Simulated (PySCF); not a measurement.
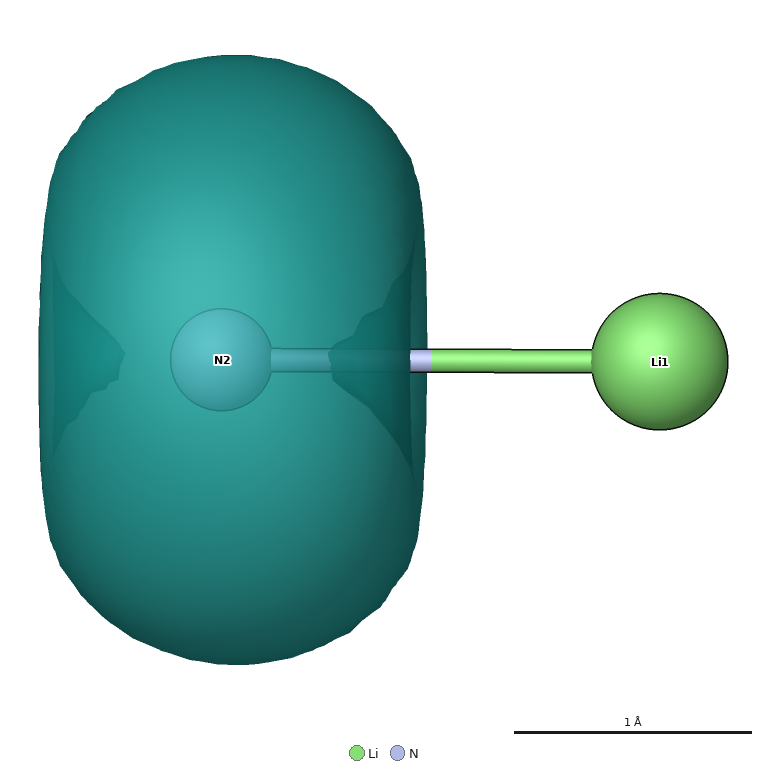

Figure. LiN (triplet). Isosurfaces of the spin density at +0.05 (teal) and −0.05 e/Å³ (pink), seen from one side.

All numbers below come from PBE0/x2c-TZVPPall, spin-free X2C-1e, Gaussian nucleus, at a bond length of 1.857 Å (PySCF).

| atom | x (Å) | y (Å) | z (Å) |
| --- | --- | --- | --- |
| Li | 0.0000 | 0.0000 | -1.2371 |
| N | 0.0000 | 0.0000 | 0.6199 |

**Describe the spin distribution.**

The unpaired spin (2 electrons) lies mostly on N2 (about 1.9) and Li1 (about 0.1), in electrons by Hirshfeld's partition.
